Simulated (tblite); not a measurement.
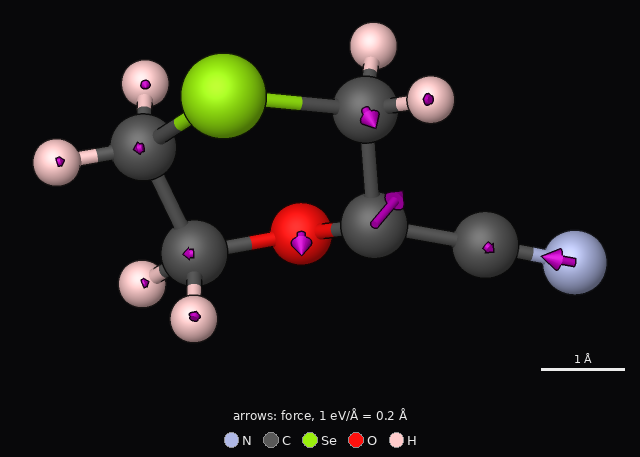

Starting geometry of C$_{5}$H$_{6}$NOSe (multiplicity 2) with the computed forces as purple arrows. Style: ball-and-stick. Shown at a tilt.

These are results of GFN2-xTB geometry optimisation, gas phase (tblite 0.8.0), not measurements. 

Q: Is this structure relaxed? If not, where do the atoms go?

A: It isn't relaxed: the largest force vector, on a C atom, is 3.84 eV/Å. The final displacements follow the starting forces only in part (cosine between the two patterns 0.36). The atom that moves furthest after the best rigid fit is the N atom (0.56 Å). By element the largest moves are N 0.56 Å, C 0.45 Å, H 0.36 Å, Se 0.28 Å, O 0.13 Å. Among the contacts that change: C–C 1.455 → 1.382 Å, C–C 1.542 → 1.470 Å, C–Se 1.954 → 2.009 Å, C–O 1.404 → 1.354 Å. Among the angles between lasting bonds that change: C–C–O 109.6° → 123.3°, C–O–C 109.1° → 119.4°, C–C–O 109.0° → 117.6°. Over 81 geometry steps the energy falls by 76.5 kJ/mol. Cost: 0.51 s on 1 thread of Arm Neoverse V1 (shared host).
